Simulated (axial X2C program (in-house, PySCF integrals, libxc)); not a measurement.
## Relativistic diatomic calculation for AuGa⁻

- system: AuGa⁻, single determinant with M_S = 1/2 and |Λ| = 0 (not the lowest found).
- method: PBE0, spin-free X2C-1e, Au dyall-acv3z, Ga dyall-acv3z (cores contracted) (axial X2C program (in-house, PySCF integrals, libxc))

**Input**
```
{"zs": [79, 31], "q": -1, "bas": ["dyall-acv3z", "dyall-acv3z"], "levels": ["PBE0", "HF", "r2SCAN"], "cc": true, "r0": 2.48, "thr": -1.0, "nmax": 90, "npts": 10, "nst": 2, "ntry": 6}
```

The line is the task of a batch: nuclear charges, charge, bases, the levels to run, a first guess of the distance and further settings. This report covers PBE0 without spin-orbit coupling. The log is that of the reference distance 2.449 Å.

Launched within a batch (the task file carries these settings):
```bash
python <driver script> task.json out
```

**The program's output**
```
spin-free X2C-1e  PBE0
basis functions 311  fitting functions 1616  grid points 5804
iter        total energy     max residual
   1     -20952.080389479     1.83e+02
   2     -20955.049880604     1.37e+02
   3     -20956.314066267     5.18e+01
   4     -20957.342422041     3.74e+01
   5     -20957.712366472     3.12e+01
   6     -20957.739494660     3.78e+01
   7     -20957.906843931     2.08e+01
   8     -20957.911640277     2.38e+01
   9     -20958.008398072     1.70e+01
  10     -20958.040860501     1.62e+01
  11     -20958.107622623     1.14e+01
  12     -20958.158165592     1.02e+01
  13     -20958.194769020     9.12e+00
  14     -20958.221633202     3.86e+00
  15     -20958.249632092     4.13e+00
  16     -20958.266671467     5.32e+00
  17     -20958.273857899     5.21e+00
  18     -20958.283407808     2.18e+00
  19     -20958.287918398     2.57e+00
  20     -20958.291798684     1.78e+00
  21     -20958.294991472     6.24e-01
  22     -20958.296685632     1.07e+00
  23     -20958.297484011     1.16e+00
  24     -20958.298747506     3.31e-01
  25     -20958.299591086     4.88e-01
  26     -20958.300493846     6.51e-01
  27     -20958.301379998     7.49e-01
  28     -20958.302253607     5.26e-01
  29     -20958.303225010     4.33e-01
  30     -20958.303961366     5.22e-01
  31     -20958.304571901     8.29e-01
  32     -20958.305016047     9.86e-01
  33     -20958.305424401     6.59e-01
  34     -20958.305625752     5.28e-01
  35     -20958.305924324     3.80e-01
  36     -20958.306103766     3.90e-01
  37     -20958.306273379     2.84e-01
  38     -20958.306410600     3.85e-01
  39     -20958.306599100     3.43e-01
  40     -20958.306691366     6.80e-01
  41     -20958.306923889     2.60e-01
  42     -20958.307195584     5.38e-01
  43     -20958.307671844     7.70e-01
  44     -20958.307874981     1.29e+00
  45     -20958.308991800     9.03e-01
  46     -20958.310082348     6.80e-01
  47     -20958.310871286     1.66e+00
  48     -20958.311907441     1.21e+00
  49     -20958.312511875     4.79e-01
  50     -20958.313222562     7.58e-01
  51     -20958.313604256     7.99e-01
  52     -20958.313846624     5.84e-01
  53     -20958.314093395     4.53e-01
  54     -20958.314199217     5.10e-01
  55     -20958.314296569     2.82e-01
  56     -20958.314342044     2.78e-01
  57     -20958.314386519     8.15e-02
  58     -20958.314398494     1.04e-01
  59     -20958.314404795     8.02e-02
  60     -20958.314410343     4.72e-02
  61     -20958.314411452     8.88e-02
  62     -20958.314412148     7.70e-02
  63     -20958.314412789     6.17e-02
  64     -20958.314413477     1.23e-02
  65     -20958.314413646     1.01e-02
  66     -20958.314413715     6.66e-03
  67     -20958.314413751     4.84e-03
  68     -20958.314413767     5.76e-03
  69     -20958.314413774     2.97e-03
  70     -20958.314413778     1.05e-03
  71     -20958.314413780     3.70e-04
  72     -20958.314413781     1.98e-06
converged
one-electron -29847.95767709  Coulomb 8806.03143166  exact exchange -109.62102102  xc functional -335.94435825  nuclear repulsion 529.17721092
```

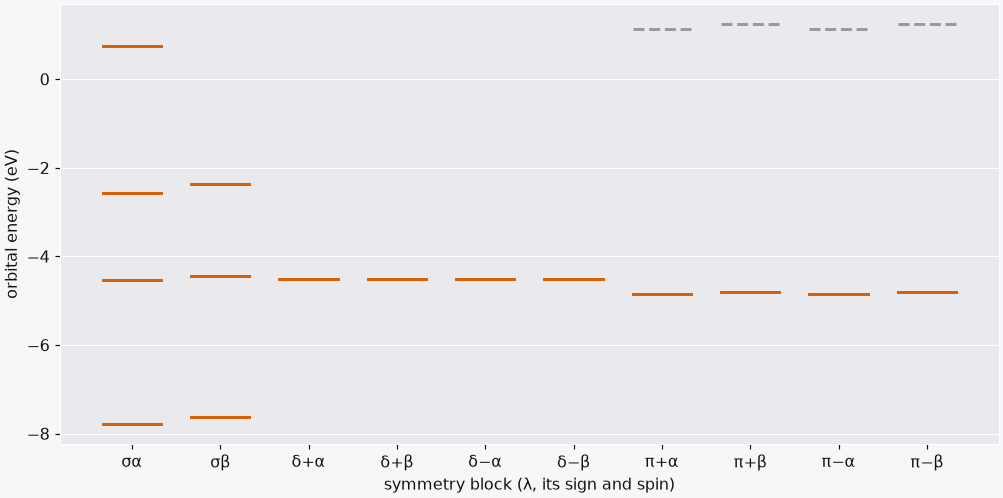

*Orbital energies near the frontier at 2.45 Å, filled (solid) and empty (dashed); a label such as π−α means λ = −1 and α spin.*

The highest filled orbital (σα; 40 % Au s, 26 % Ga p) lies at 0.74 eV, the lowest empty one (π+α; 67 % Ga p, 26 % Au p) at 1.13 eV. A filled level above zero is held only by the finite basis .

**Outcome**

| quantity | value |
| --- | --- |
| outcome | not converged in a step after the SCF shown |
| largest ⟨S²⟩ along the curve | 0.75 |
| hardware | 1 thread of Arm Neoverse V1, 24 GiB of memory available, shared host |
| wall time | 18 s |
| peak memory | 1.1 GiB |

**What went wrong**

The SCF whose log is shown converged, but a later step did not. The run therefore gave no full result.
